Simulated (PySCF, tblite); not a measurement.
# C20H22O4S: electronic excitations, NMR shifts, part 2 of 2

tblite 0.8.0 and PySCF 2.14.0. Atoms count from 0. The steps go on from the part before.

## 5. NMR shifts: GIAO KT3/pcSseg-1

Job settings and geometry (Å):

```
{"job": {"kind": "nmr", "xc": "KT3", "basis": "pcSseg-1", "pop": false}, "charge": 0, "multiplicity": 1}
O      0.076062    -1.047017    -0.786813
C     -0.948113    -0.399597    -0.816749
C     -2.063000    -0.735667    -1.724602
C     -1.870362    -1.802473    -2.605982
C     -2.863851    -2.180938    -3.486659
C     -4.069098    -1.497170    -3.500684
C     -4.273021    -0.439287    -2.628188
C     -3.281298    -0.056616    -1.743952
C     -1.137751     0.778329     0.135858
O      0.107472     1.110894     0.727223
S      1.248241     1.671779    -0.291722
O      1.706774     2.910619     0.258013
O      0.675797     1.711073    -1.607854
C      2.593580     0.461734    -0.168296
C      3.749637     1.036911    -0.965649
C      5.011747     0.197489    -0.766001
C      5.358617     0.109089     0.717372
C      4.197104    -0.506589     1.491836
C      2.928057     0.324179     1.301506
C     -2.105648     0.430691     1.243335
C     -3.057338     1.350896     1.662924
C     -3.923077     1.036154     2.696000
C     -3.843779    -0.198774     3.317183
C     -2.891738    -1.116528     2.906518
C     -2.024020    -0.803911     1.874767
H     -0.924072    -2.321563    -2.581582
H     -2.701198    -3.007129    -4.162890
H     -4.848274    -1.786628    -4.190564
H     -5.212737     0.092731    -2.640610
H     -3.464453     0.764516    -1.070332
H     -1.485790     1.646481    -0.436368
H      2.207166    -0.457268    -0.600804
H      3.924453     2.058159    -0.619452
H      3.476653     1.082954    -2.021114
H      4.846347    -0.807510    -1.160261
H      5.837804     0.646091    -1.320061
H      5.561708     1.110264     1.102710
H      6.258764    -0.493833     0.854011
H      4.020930    -1.522479     1.131425
H      4.440241    -0.562680     2.554178
H      3.070700     1.328362     1.706359
H      2.087351    -0.132548     1.825010
H     -3.114179     2.318478     1.185397
H     -4.660364     1.757217     3.016873
H     -4.520528    -0.443665     4.122341
H     -2.825318    -2.080244     3.389275
H     -1.276051    -1.515233     1.558537
```

With the program's defaults for keys left out, this is: GIAO KT3/pcSseg-1 NMR shielding, non-relativistic, gas phase.

Log:

```text
start: PBE on a coarse grid of 38837 points
cycle   1  E = -1471.9429520588  dE =  4.481e+00  |g| = 1.731e+00  |ddm| = 7.178e+00
cycle   2  E = -1469.5193735994  dE =  2.424e+00  |g| = 3.892e+00  |ddm| = 6.228e+00
cycle   3  E = -1472.3963976160  dE = -2.877e+00  |g| = 7.813e-01  |ddm| = 5.319e+00
cycle   4  E = -1472.5181195637  dE = -1.217e-01  |g| = 3.021e-01  |ddm| = 1.157e+00
cycle   5  E = -1472.5306247007  dE = -1.251e-02  |g| = 1.627e-01  |ddm| = 4.184e-01
cycle   6  E = -1472.5359775455  dE = -5.353e-03  |g| = 5.663e-02  |ddm| = 1.990e-01
cycle   7  E = -1472.5366339687  dE = -6.564e-04  |g| = 1.798e-02  |ddm| = 7.041e-02
cycle   8  E = -1472.5366912046  dE = -5.724e-05  |g| = 6.060e-03  |ddm| = 2.252e-02
final grid: 352667 points
cycle   9  E = -1493.8347558172  dE = -5.610e-02  |g| = 2.566e-01  |ddm| = 1.142e+00
cycle  10  E = -1493.7866621046  dE =  4.809e-02  |g| = 5.451e-01  |ddm| = 8.363e-01
cycle  11  E = -1493.8419087225  dE = -5.525e-02  |g| = 1.240e-01  |ddm| = 7.036e-01
cycle  12  E = -1493.8445076016  dE = -2.599e-03  |g| = 5.082e-02  |ddm| = 1.788e-01
cycle  13  E = -1493.8450096539  dE = -5.021e-04  |g| = 1.111e-02  |ddm| = 5.875e-02
cycle  14  E = -1493.8450364754  dE = -2.682e-05  |g| = 3.457e-03  |ddm| = 1.610e-02
cycle  15  E = -1493.8450400917  dE = -3.616e-06  |g| = 1.653e-03  |ddm| = 5.946e-03
cycle  16  E = -1493.8450401516  dE = -5.991e-08  |g| = 4.761e-04  |ddm| = 2.385e-03
cycle  17  E = -1493.8450394245  dE =  7.271e-07  |g| = 1.747e-04  |ddm| = 6.467e-04
cycle  18  E = -1493.8450404209  dE = -9.964e-07  |g| = 5.184e-05  |ddm| = 2.274e-04
converged SCF energy = -1493.8450404209

GIAO shielding tensors (ppm)
atom      isotropic    diamagn.    paramagn.     s11        s22        s33       span
  0 O     -204.488     412.744    -617.231   -679.331   -300.680    366.548   1045.879
  1 C       -3.281     259.994    -263.275    -79.311    -21.595     91.064    170.375
  2 C       58.877     264.641    -205.764    -21.807     35.461    162.976    184.783
  3 C       60.309     244.971    -184.662    -37.956     37.583    181.299    219.255
  4 C       62.035     252.695    -190.660    -37.587     51.459    172.232    209.819
  5 C       57.647     251.540    -193.893    -42.537     43.607    171.873    214.409
  6 C       63.405     250.826    -187.421    -36.392     53.456    173.151    209.542
  7 C       60.179     253.048    -192.869    -27.561     34.867    173.232    200.793
  8 C      102.590     255.872    -153.283     85.495    100.541    121.733     36.238
  9 O      132.576     412.925    -280.348     15.507     89.544    292.678    277.172
 10 S      194.780    1060.822    -866.043     66.431    196.008    321.900    255.469
 11 O      116.535     401.045    -284.510     79.015    113.159    157.431     78.416
 12 O      116.303     409.897    -293.593     94.037    100.525    154.347     60.310
 13 C      115.112     258.661    -143.549     90.526     96.858    157.953     67.427
 14 C      155.166     249.240     -94.074    148.741    155.860    160.897     12.156
 15 C      154.067     248.105     -94.038    150.483    152.187    159.531      9.049
 16 C      153.799     249.890     -96.091    150.249    154.269    156.878      6.629
 17 C      154.158     248.154     -93.997    150.104    152.189    160.180     10.076
 18 C      154.750     252.599     -97.849    148.911    154.296    161.041     12.130
 19 C       55.465     263.481    -208.016    -35.529     33.402    168.522    204.050
 20 C       59.722     249.219    -189.496    -34.741     53.385    160.523    195.265
 21 C       61.212     252.948    -191.737    -38.757     50.482    171.911    210.668
 22 C       61.330     252.343    -191.013    -38.328     48.453    173.865    212.192
 23 C       61.834     252.963    -191.129    -38.285     50.731    173.056    211.341
 24 C       60.585     252.499    -191.913    -38.696     46.104    174.348    213.044
 25 H       23.291      36.774     -13.483     18.426     22.862     28.584     10.158
 26 H       24.279      29.076      -4.796     20.611     24.966     27.261      6.649
 27 H       24.395      26.191      -1.797     21.047     25.373     26.764      5.717
 28 H       24.634      29.135      -4.501     20.737     24.691     28.474      7.738
 29 H       24.173      37.930     -13.756     18.380     23.163     30.978     12.598
 30 H       25.067      42.032     -16.965     21.454     23.282     30.465      9.011
 31 H       26.990      42.065     -15.076     22.003     26.893     32.073     10.070
 32 H       29.912      32.513      -2.601     25.128     31.152     33.456      8.327
 33 H       29.534      32.416      -2.882     24.058     30.320     34.224     10.166
 34 H       30.317      30.559      -0.242     26.540     28.594     35.818      9.278
 35 H       29.775      24.505       5.270     24.825     27.592     36.906     12.081
 36 H       30.474      27.846       2.628     27.582     27.905     35.936      8.354
 37 H       29.992      23.459       6.533     25.341     27.446     37.190     11.849
 38 H       30.273      33.100      -2.827     26.177     29.130     35.511      9.334
 39 H       29.785      29.072       0.714     24.694     28.202     36.460     11.766
 40 H       29.951      36.365      -6.414     25.828     30.871     33.153      7.326
 41 H       29.174      39.097      -9.923     23.041     29.631     34.850     11.809
 42 H       24.102      36.023     -11.921     21.129     22.075     29.101      7.972
 43 H       24.220      28.542      -4.322     20.890     24.658     27.114      6.224
 44 H       24.387      27.595      -3.208     21.059     25.738     26.364      5.306
 45 H       24.469      31.808      -7.338     20.762     24.693     27.953      7.191
 46 H       24.434      38.575     -14.141     20.164     22.635     30.502     10.339
```

It took 43 s on 2 threads of Arm Neoverse V1, shared host; peak memory 1.2 GiB.

Shifts follow as δ = σ(reference) − σ, with reference shieldings (ppm) from runs at the same level and on the same kind of geometry: ¹H TMS 31.76, ¹³C TMS 184.7, ¹⁷O H2O 330.8. The references are single molecules in the gas phase, so shifts against H2O, NH3, PH3, H3PO4 or CFCl3 are not on the usual liquid scales and can be off by tens of ppm. Atoms listed in one row are averaged.

```tsv
atoms	environment	σ (ppm)	δ (ppm)
C1	ketone carbonyl carbon	-3.3	188.0
C19	substituted aromatic carbon	55.5	129.3
C5	aromatic CH	57.6	127.1
C2	substituted aromatic carbon	58.9	125.8
C20, C24	aromatic CH	60.2	124.6
C3, C7	aromatic CH	60.2	124.5
C22	aromatic CH	61.3	123.4
C21, C23	aromatic CH	61.5	123.2
C4, C6	aromatic CH	62.7	122.0
C8	sp3 CH bonded to O, α to a carbonyl	102.6	82.1
C13	sp3 CH bonded to S	115.1	69.6
C16	sp3 CH2 in a ring	153.8	30.9
C15	sp3 CH2 in a ring	154.1	30.7
C17	sp3 CH2 in a ring	154.2	30.6
C18	sp3 CH2 in a ring	154.7	30.0
C14	sp3 CH2 in a ring	155.2	29.6
H25, H29	hydrogen on an aromatic CH	23.73	8.03
H42, H46	hydrogen on an aromatic CH	24.27	7.49
H43, H45	hydrogen on an aromatic CH	24.34	7.42
H44	hydrogen on an aromatic CH	24.39	7.37
H27	hydrogen on an aromatic CH	24.39	7.37
H26, H28	hydrogen on an aromatic CH	24.46	7.30
H30	hydrogen on an sp3 CH bonded to O, α to a carbonyl	25.07	6.69
H31	hydrogen on an sp3 CH bonded to S	26.99	4.77
H41	hydrogen on an sp3 CH2 in a ring	29.17	2.59
H33	hydrogen on an sp3 CH2 in a ring	29.53	2.23
H35	hydrogen on an sp3 CH2 in a ring	29.77	1.99
H39	hydrogen on an sp3 CH2 in a ring	29.79	1.97
H32	hydrogen on an sp3 CH2 in a ring	29.91	1.85
H40	hydrogen on an sp3 CH2 in a ring	29.95	1.81
H37	hydrogen on an sp3 CH2 in a ring	29.99	1.77
H38	hydrogen on an sp3 CH2 in a ring	30.27	1.49
H34	hydrogen on an sp3 CH2 in a ring	30.32	1.44
H36	hydrogen on an sp3 CH2 in a ring	30.47	1.29
O0	ketone oxygen	-204.5	535.3
O12	S=O oxygen	116.3	214.5
O11	S=O oxygen	116.5	214.3
O9	oxygen bonded to C, S	132.6	198.2
S10	sulfonyl sulfur	195	–
```

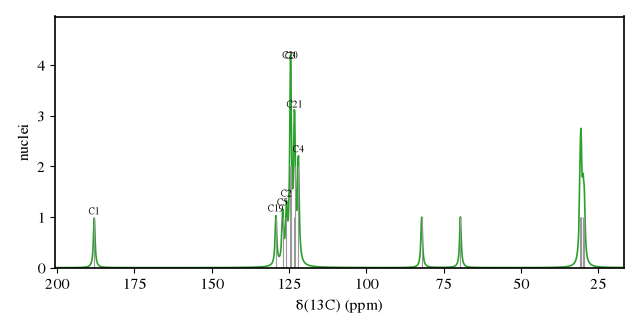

¹³C lines at the computed shifts, without couplings. Lines are broadened to a width of 0.63 ppm (Lorentzian).

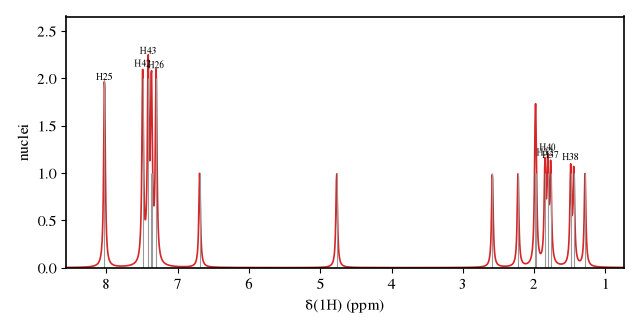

¹H lines at the computed shifts, without couplings. Lines are broadened to a width of 0.03 ppm (Lorentzian).

Ring of atoms C2, C3, C4, C5, C6, C7: NICS(0) -8.3, NICS(1) -10.8, NICS(1)zz -25.7 ppm (means of both faces).

Ring of atoms C13, C14, C15, C16, C17, C18: NICS(0) -2.5, NICS(1) -2.3, NICS(1)zz 3.2 ppm (means of both faces).

Ring of atoms C19, C20, C21, C22, C23, C24: NICS(0) -8.5, NICS(1) -10.9, NICS(1)zz -27.7 ppm (means of both faces).

## 6. Summary of results

The summary covers parts 1 to 2.

```
                                                              quantity                                                                                                     value
                             strongest single infrared mode (GFN2-xTB)                                                                                     1263 cm⁻¹, 436 km/mol
                                          zero-point energy (GFN2-xTB)                                                                                            235.1 kcal/mol
                                   lowest singlet (CAM-B3LYP/def2-SVP)                                                                               4.15 eV (299 nm), f = 0.002
                              brightest single state of those computed                                                                               state 4, 5.65 eV, f = 0.182
                                                        lowest triplet                                                                                                   3.65 eV
¹³C shifts against TMS (KT3/pcSseg-1, means over atoms taken as alike)  188.0, 129.3, 127.1, 125.8, 124.6, 124.5, 123.4, 123.2, 122.0, 82.1, 69.6, 30.9, 30.7, 30.6 ppm and more
 ¹H shifts against TMS (KT3/pcSseg-1, means over atoms taken as alike)           8.03, 7.49, 7.42, 7.37, 7.37, 7.30, 6.69, 4.77, 2.59, 2.23, 1.99, 1.97, 1.85, 1.81 ppm and more
                                 ¹⁷O shifts against H2O (KT3/pcSseg-1)                                                                            535.3, 214.5, 214.3, 198.2 ppm
                                        shieldings of S (KT3/pcSseg-1)                                                                                             S10 194.8 ppm
```

In words: The lowest mode is slightly imaginary (12i cm⁻¹), a soft motion within the noise of the Hessian, so the minimum is not strictly shown. The strongest single mode, at 1263 cm⁻¹, is spread over several atoms, S10, O11, O12 among them. Unscaled tight-binding wavenumbers are off by several per cent, some by more. Its intensities can rank the bands wrongly. The first singlet state (HOMO−4→LUMO 0.30, HOMO−3→LUMO 0.27) lies at 4.15 eV and is weak; of the 6 states computed, the strongest absorption comes from state 4 at 5.65 eV. The lowest triplet lies 0.50 eV below the lowest singlet. The most deshielded carbon is C1 (ketone carbonyl carbon), at 188.0 ppm: low-lying n→π* states of the double bond to the heteroatom give a large paramagnetic term (-263 ppm). At KT3/pcSseg-1: The largest span, 1046 ppm, is at O0, where the paramagnetic term is -617 ppm. NICS(1)zz of -26 ppm above the planar ring from C2 marks a diatropic (aromatic) ring current. NICS(1)zz of -28 ppm above the planar ring from C19 marks a diatropic (aromatic) ring current.
